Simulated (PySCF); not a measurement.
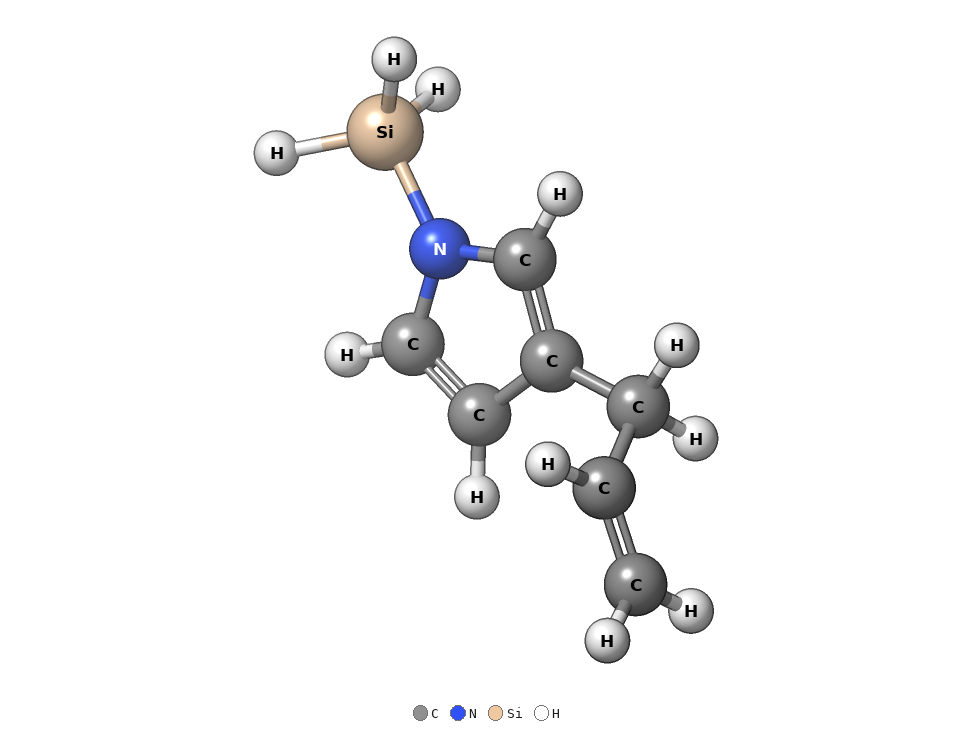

The picture shows a molecular structure as a ball-and-stick model. Multiple sticks mark multiple bonds (one Kekulé form).

What does the picture show?

Formula C7H11NSi. SMILES: `C=CCc1ccn([SiH3])c1`. Independent rings (smallest set): 1 of 5 members, 1 of them aromatic. Among its groups: alkene, Si–H bond, Si–N bond. The point group is C1. Coordination: 6 C trigonal planar; 1 C tetrahedral; 1 N trigonal planar; 1 Si tetrahedral.

The parts below concern this one geometry. Atoms keep their numbers from picture to picture. The geometry was computed by an optimisation with PBE0-D3(BJ)/def2-SVP. No frequency run is at hand to confirm it as a minimum.

### Levels of theory compared

No frequency run is at hand to confirm it as a minimum. Program: PySCF 2.14.0.

Tabulate dipole (D) at these levels: PBE0/pcSseg-1; PBE0/pcSseg-1 in benzene (IEF-PCM); PBE0/pcSseg-1 in methanol (IEF-PCM); ωB97X-D/def2-SVPD.

| level | dipole (D) |
| --- | --- |
| PBE0/pcSseg-1 | 1.60 |
| PBE0/pcSseg-1 in benzene (IEF-PCM) | 1.84 |
| PBE0/pcSseg-1 in methanol (IEF-PCM) | 2.13 |
| ωB97X-D/def2-SVPD | 1.51 |

### NMR shielding

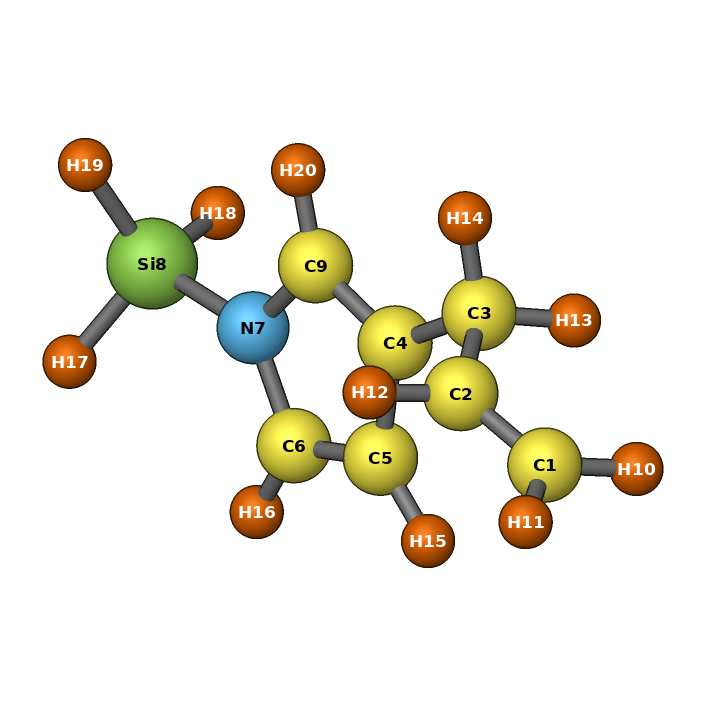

No frequency run is at hand to confirm it as a minimum. Method: GIAO PBE0/pcSseg-1 NMR shielding, non-relativistic, IEF-PCM methanol (PySCF 2.14.0). Principal shieldings σ11 ≤ σ22 ≤ σ33, span Ω = σ33 − σ11, skew κ = 3(σiso − σ22)/Ω.

Give the shielding tensors of the Si atoms.

```
atom    σ11    σ22    σ33   σiso     Ω     κ
 Si8  357.6  379.4  455.4  397.5  97.8  0.55
```

Shieldings and span in ppm.

### Charges

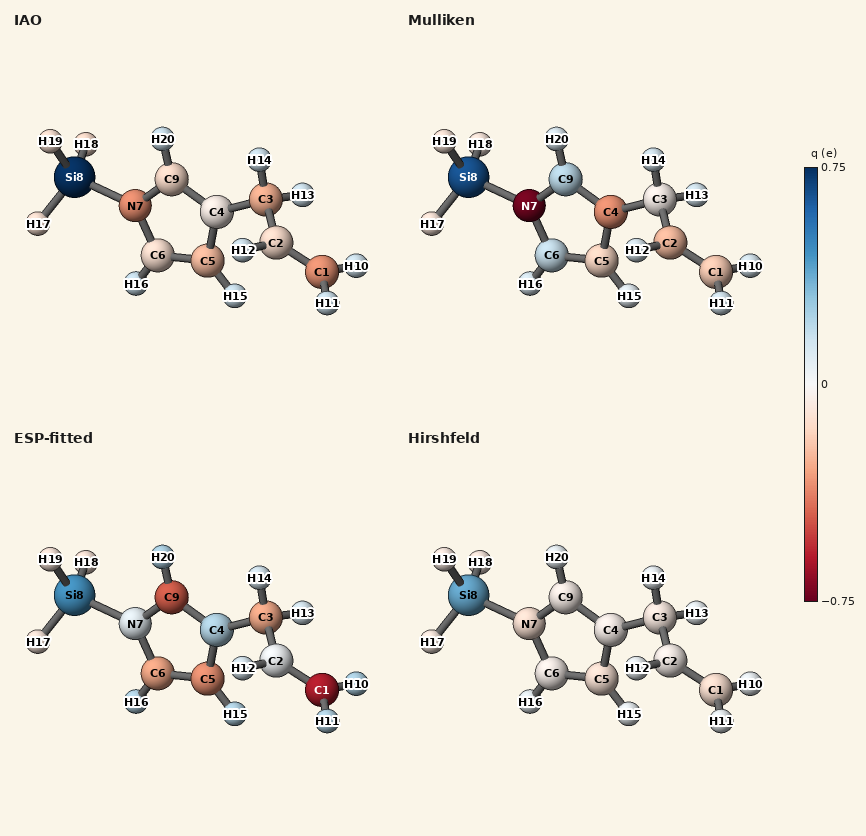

Atomic charges of one calculation by 4 schemes, on one colour scale. No frequency run is at hand to confirm it as a minimum. Method: PBE0/pcSseg-1 in benzene (IEF-PCM) (PySCF 2.14.0).

On which atom do the schemes disagree most?

On N7 (from −0.71 to 0.07 e).

List the charges (e), one line for each set of equivalent atoms.

```csv
atom,IAO,Mulliken,ESP-fitted,Hirshfeld
C1,−0.33,−0.18,−0.58,−0.11
C2,−0.12,−0.23,0.02,−0.04
C3,−0.26,−0.04,−0.28,−0.07
C4,−0.05,−0.34,0.21,−0.04
C5,−0.23,−0.15,−0.34,−0.10
C6,−0.11,0.17,−0.29,−0.04
N7,−0.34,−0.71,0.07,−0.11
Si8,0.73,0.64,0.44,0.38
C9,−0.13,0.20,−0.45,−0.04
H10,0.14,0.12,0.23,0.04
H11,0.15,0.12,0.21,0.04
H12,0.14,0.11,0.12,0.04
H13,0.14,0.13,0.12,0.04
H14,0.15,0.13,0.13,0.05
H15,0.16,0.07,0.22,0.05
H16,0.16,0.11,0.21,0.06
H17,−0.11,−0.09,−0.09,−0.06
H18,−0.12,−0.08,−0.09,−0.07
H19,−0.11,−0.09,−0.08,−0.07
H20,0.15,0.10,0.23,0.05
```

### Core levels

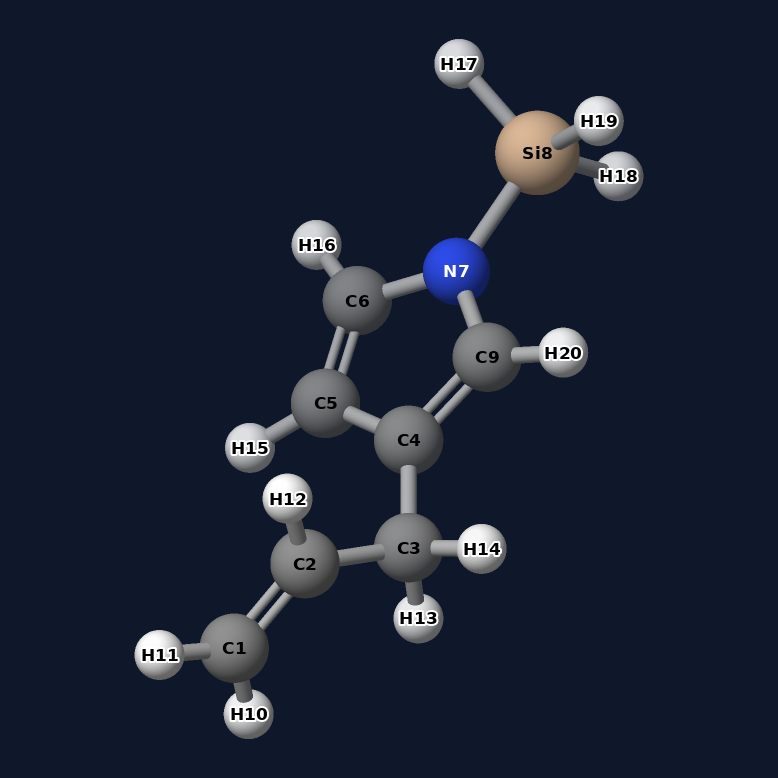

No frequency run is at hand to confirm it as a minimum. Level of theory: delta-SCF UKS SCAN, pcX-2 on the ionised atom, pcseg-1 elsewhere, spin-free X2C (PySCF 2.14.0).

Give the core-electron binding energies (to vacuum; p and d levels without spin–orbit splitting) of C1 1s, C2 1s, C3 1s, C4 1s, C5 1s, C6 1s, N7 1s, Si8 1s, Si8 2p, C9 1s.

```json
{"atom": "C1", "level": "1s", "binding energy (eV)": "289.8"}
{"atom": "C2", "level": "1s", "binding energy (eV)": "290.2"}
{"atom": "C3", "level": "1s", "binding energy (eV)": "290.6"}
{"atom": "C4", "level": "1s", "binding energy (eV)": "289.7"}
{"atom": "C5", "level": "1s", "binding energy (eV)": "289.5"}
{"atom": "C6", "level": "1s", "binding energy (eV)": "290.4"}
{"atom": "N7", "level": "1s", "binding energy (eV)": "405.3"}
{"atom": "Si8", "level": "1s", "binding energy (eV)": "1847.3"}
{"atom": "Si8", "level": "2p", "binding energy (eV)": "107.7"}
{"atom": "C9", "level": "1s", "binding energy (eV)": "290.3"}
```

Mulliken values depend strongly on the basis set and can even reverse the polarity of a bond.
